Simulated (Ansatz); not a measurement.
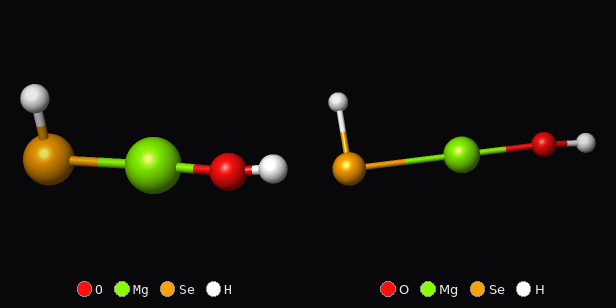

Two views of one molecule.

Identify the structure.

The molecule is H₂MgOSe. Coordination, clear cases only: 1 Mg linear; 1 Se bent.

More results for the same structure follow; atom numbers are the same in all pictures, views and colours differ. The computed structure is the end point of a PBE0-D4/def2-TZVP optimisation. No frequency run is at hand to confirm it as a minimum.

### Geometry

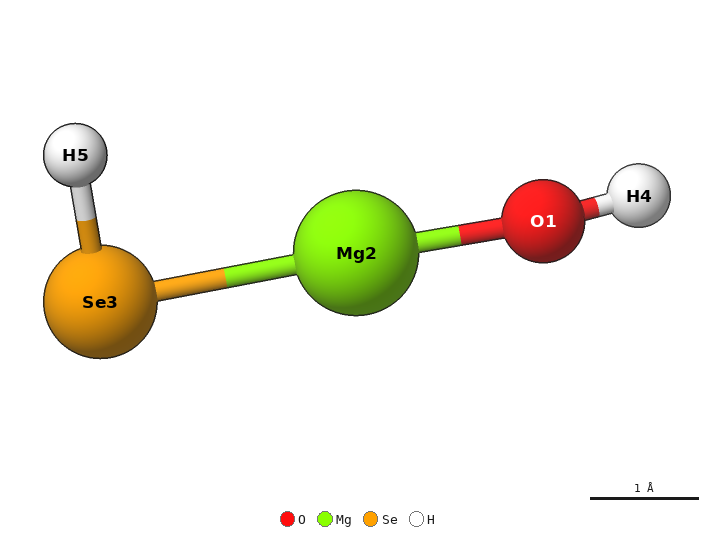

The atoms are numbered. No frequency run is at hand to confirm it as a minimum.

What are the angles Mg2–O1–H4, O1–Mg2–Se3, Mg2–Se3–H5?

```tsv
angle	degrees
Mg2–O1–H4	164.5
O1–Mg2–Se3	178.1
Mg2–Se3–H5	89.5
```

### Electronic properties

No frequency run is at hand to confirm it as a minimum. Level of theory: RKS PBE0-D4/def2-TZVPP (Ansatz 0.2.0).

What does the calculation give?

- HOMO energy (Kohn–Sham orbital): −6.84 eV
- LUMO energy (Kohn–Sham orbital): −1.29 eV
- HOMO–LUMO gap: 5.55 eV

### Dipole moment

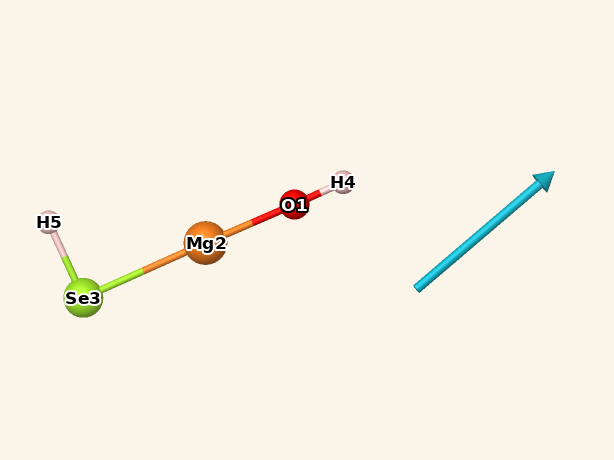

The arrow beside the molecule shows the direction of the dipole moment, from the negative to the positive end (its length means nothing). No frequency run is at hand to confirm it as a minimum. Properties computed with RKS PBE0-D4/def2-TZVP (Ansatz 0.2.0).

> Estimate the dipole moment.

1.53 D; it points from the side of Se3 to the side of H4 (the outermost atoms at the two ends).

### Charges

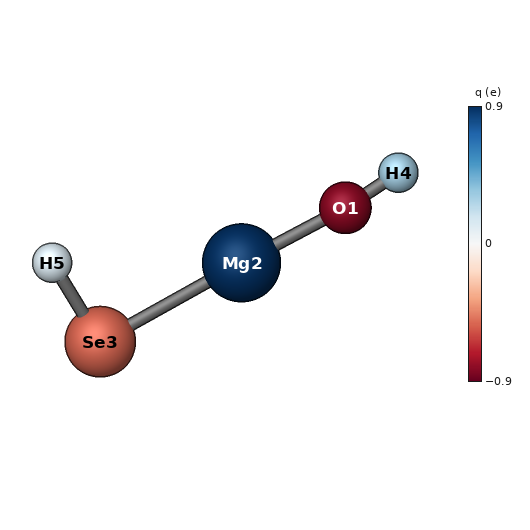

Atoms are coloured by their Mulliken charges. No frequency run is at hand to confirm it as a minimum. Method: RKS PBE0-D4/def2-TZVP (Ansatz 0.2.0).

> Which atom carries the highest charge (most positive or least negative)?

Mg2 (0.89 e).

> And the lowest?

O1 (−0.81 e).

List the Mulliken charges.

```tsv
atom	value (e)
O1	−0.81
Mg2	0.89
Se3	−0.51
H4	0.31
H5	0.13
```

Mulliken values depend strongly on the basis set and can even reverse the polarity of a bond.
